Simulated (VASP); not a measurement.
Shape and ions are relaxed at each volume.

Energy against volume of ZrB2 (AlB2 type). Level of theory: PW91 GGA, VASP's PBE PAW potentials (set 64) (plane waves; VASP 6.6.1).

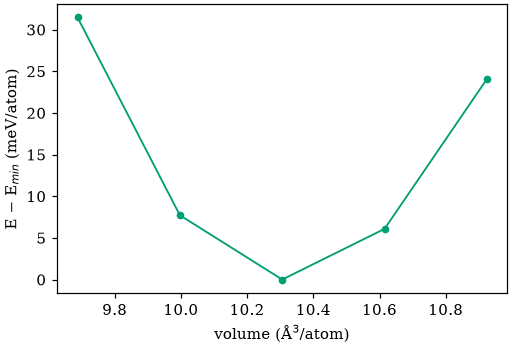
Figure: Energy against volume

Estimate the equilibrium volume and the bulk modulus.

The minimum lies near 10.3 Å³/atom, and the curvature gives B0 of about 240 GPa.

The compound is ZrB2 in the AlB2 type structure. It was relaxed first.
